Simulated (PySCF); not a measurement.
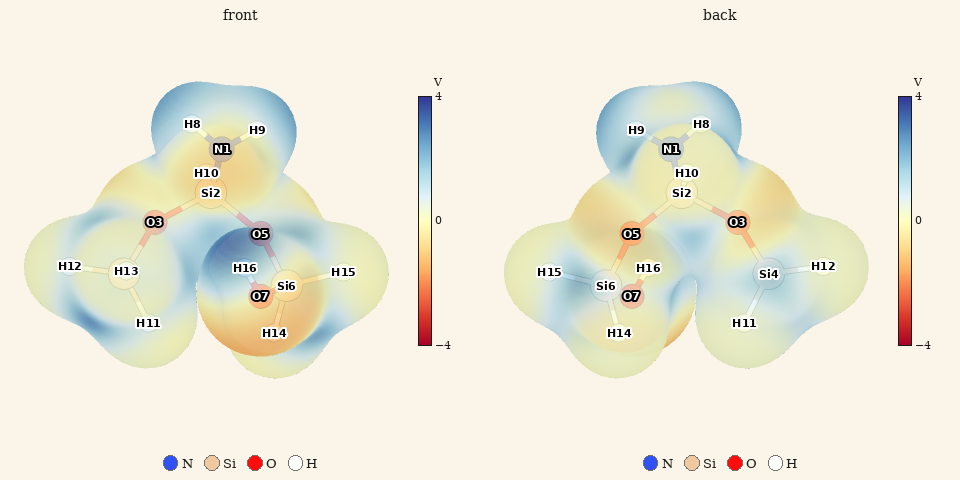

*H9NO3Si3. The electrostatic potential painted on the density surface at 0.004 e/bohr³, seen from the front and from behind; red is negative and blue positive.*

Geometry: GFN2-xTB.

Theory: PySCF 2.14.0, CAM-B3LYP/def2-SVPD, SCF density, gas phase.

```yaml
atoms:
  - { symbol: N, position_ang: [0.1527, -2.0615, 1.2643] }
  - { symbol: Si, position_ang: [-0.3509, -0.4433, 1.5835] }
  - { symbol: O, position_ang: [-1.5303, -0.1390, 0.5172] }
  - { symbol: Si, position_ang: [-1.9823, 0.5013, -0.8977] }
  - { symbol: O, position_ang: [0.9392, 0.5003, 1.3705] }
  - { symbol: Si, position_ang: [1.8835, 1.1994, 0.2471] }
  - { symbol: O, position_ang: [1.6830, 0.5303, -1.2154] }
  - { symbol: H, position_ang: [-0.5601, -2.7725, 1.2411] }
  - { symbol: H, position_ang: [0.9564, -2.4031, 1.7659] }
  - { symbol: H, position_ang: [-0.8834, -0.0800, 2.8853] }
  - { symbol: H, position_ang: [-1.4064, 1.8351, -1.0536] }
  - { symbol: H, position_ang: [-3.4399, 0.5339, -0.7842] }
  - { symbol: H, position_ang: [-1.5372, -0.3932, -1.9712] }
  - { symbol: H, position_ang: [1.4822, 2.5896, 0.0974] }
  - { symbol: H, position_ang: [3.2312, 0.9743, 0.7623] }
  - { symbol: H, position_ang: [1.3546, -0.3626, -1.2891] }
```

### Describe the electrostatic potential map.

The most negative region (about −1.5 V) lies over O7, the most positive (about +3.2 V) over H16. O7 is the likeliest acceptor of a hydrogen bond.
